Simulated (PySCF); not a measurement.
# CH₈B₂NP, SMILES `CBNBP`: electronic structure

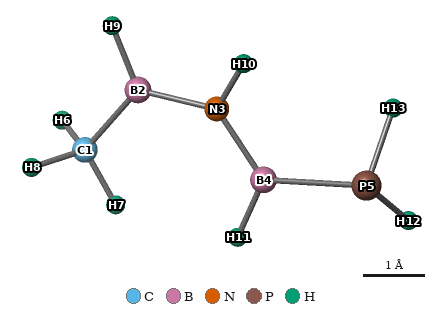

The molecule, with its atoms numbered as below. No frequency check shows the geometry to be a minimum.

Geometry (Å), atoms numbered from 1:

```
C1       2.8055    0.5982   -0.0230
B2       1.9054   -0.6935    0.0021
N3       0.4859   -0.6570    0.0047
B4      -0.4155    0.4246    0.0223
P5      -2.2850    0.0926    0.1034
H6       3.5520    0.5340   -0.8132
H7       2.2599    1.5268   -0.1520
H8       3.3669    0.6722    0.9081
H9       2.4132   -1.7542    0.0208
H10      0.0508   -1.5725    0.0039
H11     -0.0301    1.5270    0.0791
H12     -2.6833    1.0133   -0.8459
H13     -2.3384   -0.9822   -0.7689
```

### 1. Bonding charge

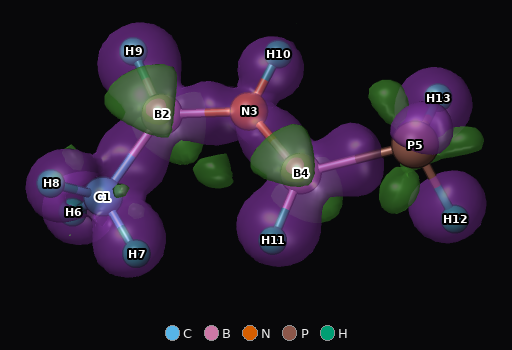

Deformation density (molecule less spherical, spin-averaged free atoms at the same positions), surfaces at ±0.08 e/Å³; purple: gain, green: loss.

PySCF calculation, M06-2X/def2-SVPD, gas phase; geometry: GFN2-xTB.

Q: How much density has each bond gained at its critical point, relative to the free atoms?

A: The five largest and four smallest: N3–H10: +0.85 e/Å³ at the bond critical point (bond length 1.01 Å). C1–H7: +0.66 e/Å³ at the bond critical point (bond length 1.08 Å). C1–H6: +0.63 e/Å³ at the bond critical point (bond length 1.09 Å). C1–H8: +0.62 e/Å³ at the bond critical point (bond length 1.09 Å). B4–H11: +0.48 e/Å³ at the bond critical point (bond length 1.17 Å). B2–N3: +0.37 e/Å³ at the bond critical point (bond length 1.42 Å). B4–P5: +0.36 e/Å³ at the bond critical point (bond length 1.90 Å). P5–H12: +0.17 e/Å³ at the bond critical point (bond length 1.38 Å). P5–H13: +0.16 e/Å³ at the bond critical point (bond length 1.39 Å). In all, 3.1 electrons gather in the regions of gain relative to the promolecule.

### 2. Local ionisation energy

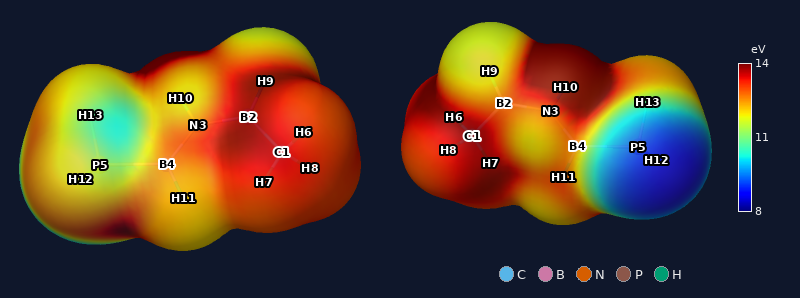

Average local ionisation energy on the surface of electron density 0.001 a.u. (back view left, front view right).

Q: Locate the minima of the map.

A: The lowest value is 8.7 eV, 2.3 Å from P5. Further minima include 10.3 eV, near H12 (1.93 Å) and H13 (2.04 Å), over P5 (2.4 Å); 11.6 eV, 1.5 Å from H9, and at like points elsewhere; 11.9 eV, over N3, off the plane of its three bonds (2.0 Å). For comparison, the highest occupied orbital lies at −8.3 eV.

Q: What volume does the surface enclose, and what is the dipole moment?

A: About 140 Å³; the dipole moment is 0.9 D.

### 3. In an electric field

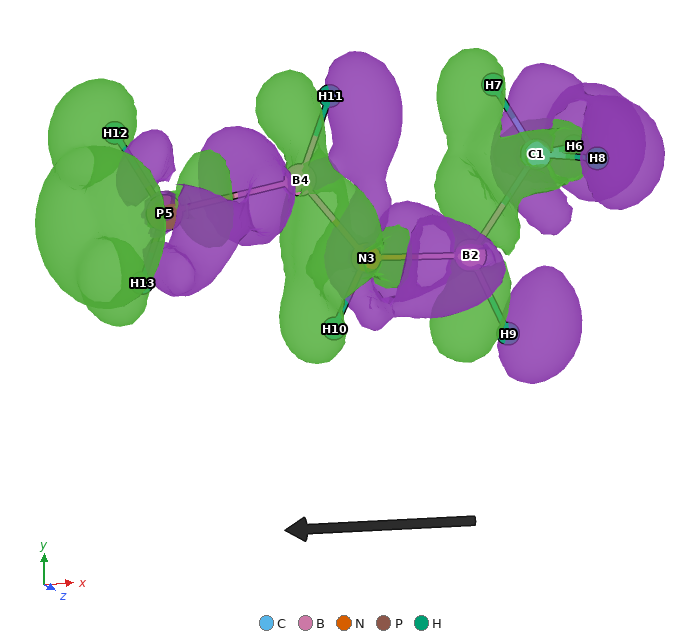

Change of the electron density in a uniform field of 0.51 V/Å along −x (arrow), surfaces at ±0.004 e/Å³ (purple: gain, green: loss).

Method: ωB97X/6-311+G**; geometry: GFN2-xTB; program: PySCF. The basis has diffuse s and p functions alone, which still leaves polarisabilities too small, most of all across bonds.

The field was applied in both directions; the picture shows the one opposite to the script's first.

Q: How large is the response?

A: The induced dipole is 2.52 D (along the field); α along this axis, from the fields in both directions, is 98 bohr³ (14.6 Å³).

### 4. Stretching a bond

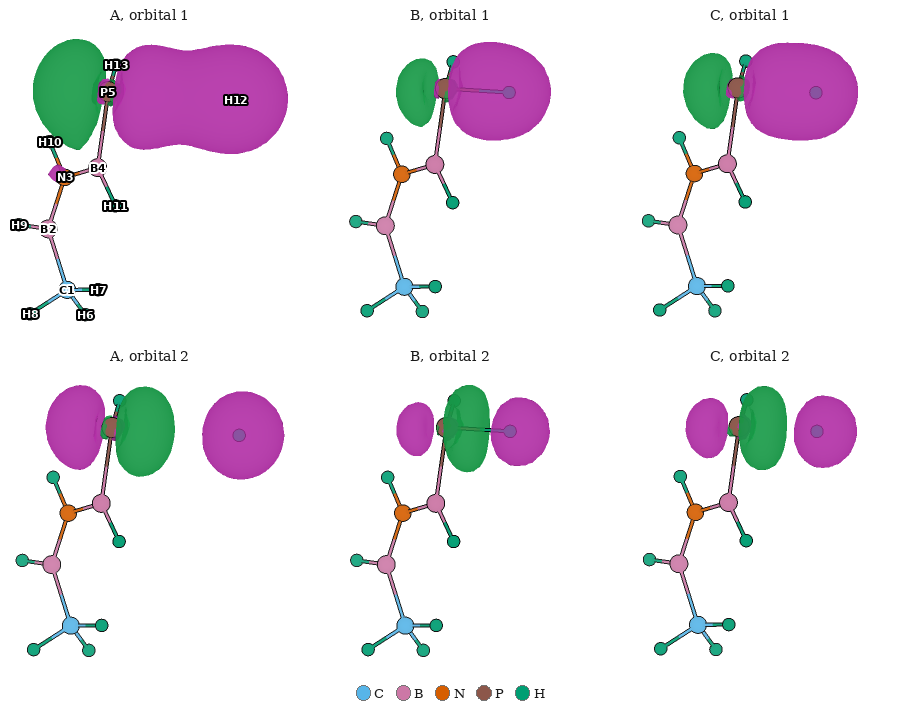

Rigid stretch of the P5–H12 bond. The two CASSCF(2,2) natural orbitals nearest half filling (orbital 1 the more occupied).

Computed with PySCF, 6-31G* basis, geometry: GFN2-xTB.

Q: The columns are at 1.52, 1.86 and 3.04 Å, in some order. Assign them, and give the occupations.

A: A: 3.04 Å, occupations 1.42 and 0.58. B: 1.52 Å, occupations 1.97 and 0.03. C: 1.86 Å, occupations 1.93 and 0.07.

Q: Where does the UHF solution part from RHF?

A: Between 1.86 Å (⟨S²⟩ = 0, the two coincide) and 2.14 Å (⟨S²⟩ = 0.47); at 3.86 Å ⟨S²⟩ is 1.01 and UHF lies 4.0 eV below RHF.

Q: How much energy does the stretch cost?

A: By CASSCF, 3.2 eV from the lowest point of the scan (1.38 Å) to 3.86 Å; RHF gives 6.8 eV from its own lowest point. The fragments aren't relaxed and dynamic correlation is missing, so this isn't a bond dissociation energy.

The PySCF runs shown took 23 s, 40 s and 2.1 min on 1 thread of INTEL(R) XEON(R) PLATINUM 8581C CPU @ 2.30GHz (Emerald Rapids), on a shared host.
